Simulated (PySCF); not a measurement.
C2H10BNO2Si, SMILES C[SiH](C)NB(O)O at its GFN2-xTB optimised geometry (Å):

```
17

Si    -0.2757     0.3387     0.0000
C      1.6294     0.3387     0.0000
C     -0.9460     2.1143     0.0000
N     -0.8912    -0.4238    -1.4332
B     -0.6876    -1.7700    -1.8901
O     -1.1790    -2.2067    -3.0797
O      0.0058    -2.6745    -1.1558
H     -0.7658    -0.3945     1.1872
H      2.0242     0.9947    -0.7717
H      2.0261     0.6812     0.9512
H      2.0313    -0.6531    -0.1870
H     -0.6134     2.6745    -0.8694
H     -2.0313     2.1339     0.0110
H     -0.6018     2.6454     0.8807
H     -1.4658     0.1594    -2.0205
H     -1.6561    -1.5556    -3.5902
H      0.3065    -2.3528    -0.3095
```

Level of theory: CAM-B3LYP/def2-SVP run with PySCF.

Map of the HOMO amplitude (bohr^(-3/2)) on the plane z = 1.5 Å; orbital energy -8.75 eV, overall sign arbitrary:

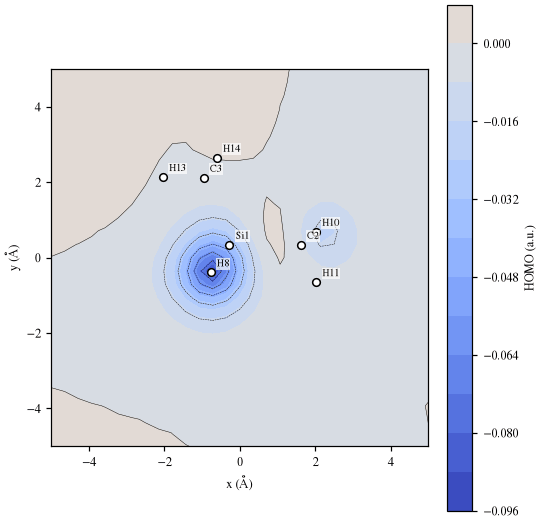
*HOMO amplitude (bohr^(-3/2)) on the plane z = 1.5 Å.*
